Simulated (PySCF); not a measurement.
# CH7O2PSi: what the fields show

Input

```
{"job": {"kind": "uv", "xc": "CAM-B3LYP", "basis": "def2-SVPD", "dynamic": true, "nstates": 6, "ntriplets": 0}, "charge": 0, "multiplicity": 1}
C     -1.463243    -0.890874    -0.145218
O     -0.183466    -0.602217     0.343194
Si     0.759467     0.662944    -0.163940
O      0.097976     2.142349     0.204672
P      2.628142     0.444707     1.048648
H     -1.472484    -1.007970    -1.245707
H     -1.808615    -1.837424     0.297049
H     -2.190817    -0.103795     0.122808
H      0.910102     0.582544    -1.654162
H     -0.383120     2.594043    -0.493629
H      3.382189     1.293006     0.178921
H      3.008834    -0.748051     0.359411
```

Launched as:

```sh
OMP_NUM_THREADS=1 python probes_run.py task.json out
```

Geometry: PBE0-D3(BJ)/def2-SVP.

All numbers below come from PySCF, CAM-B3LYP/def2-SVPD, SCF density, gas phase.

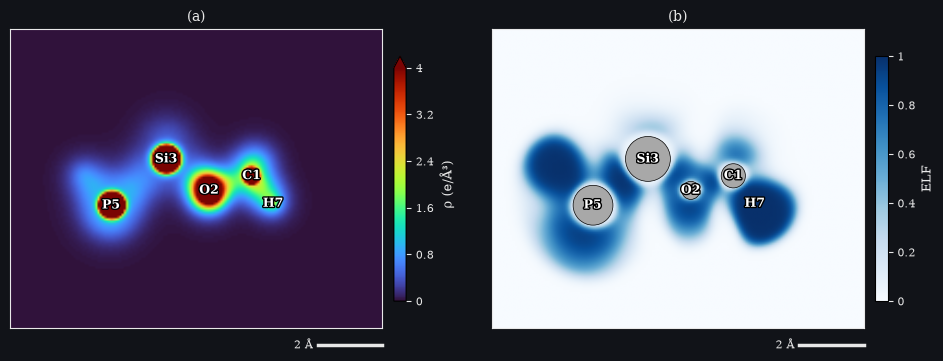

Figure 1. (a) electron density; (b) electron localisation function on the plane of atoms C1, O2 and Si3. Grey discs cover the atomic cores in the ELF map.

What does the map show?

Answer.
- The plane passes through C, O, Si, P and H nuclei.
- C–O (1.40 Å): the density is about 2.1 e/Å³ at the midpoint, with its minimum of 1.7 e/Å³ about 0.5 Å from C; the ELF peaks at about 0.90 between the atoms, as expected for a polar covalent bond.
- Si–O (1.66 Å): ρ at the midpoint is about 1.1 e/Å³; the ELF peaks at about 0.90 between the atoms; a polar covalent bond.
- Si–P (2.24 Å): ρ is about 0.79 e/Å³ halfway; the ELF peaks at about 1 between the atoms, as expected for a shared electron pair.
- C–H (1.10 Å): the density is about 2 e/Å³ at the midpoint; the ELF climbs to about 1 towards the hydrogen, as it does in any bond to H (an ordinary covalent bond to hydrogen).
- The ELF also peaks beside P5 and O2, away from the bonds: lone-pair regions.

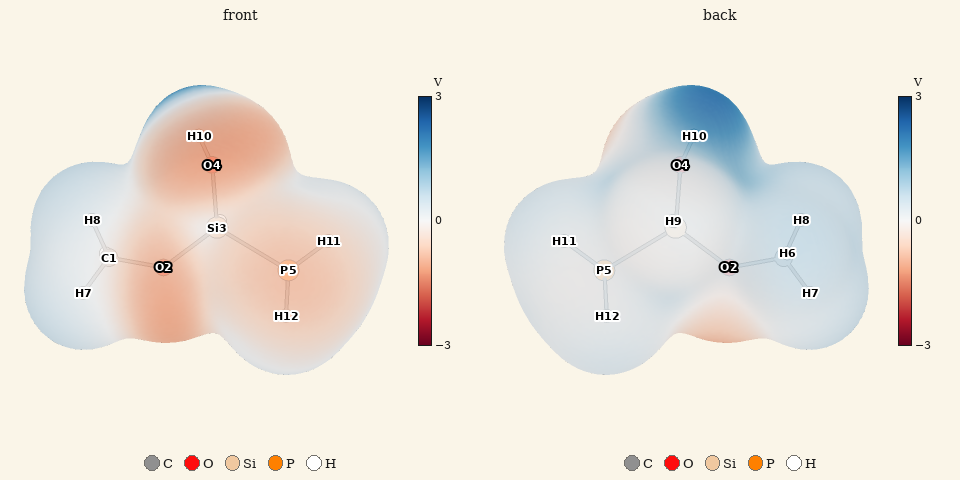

Figure 2. The molecular electrostatic potential painted on the density surface at 0.001 e/bohr³, seen from the front and from behind; red is negative and blue positive.

Describe the electrostatic potential map.

Answer. The most negative region (about −1.2 V) lies over O4, the most positive (about +2.1 V) over H10. O4 is the likeliest acceptor of a hydrogen bond.
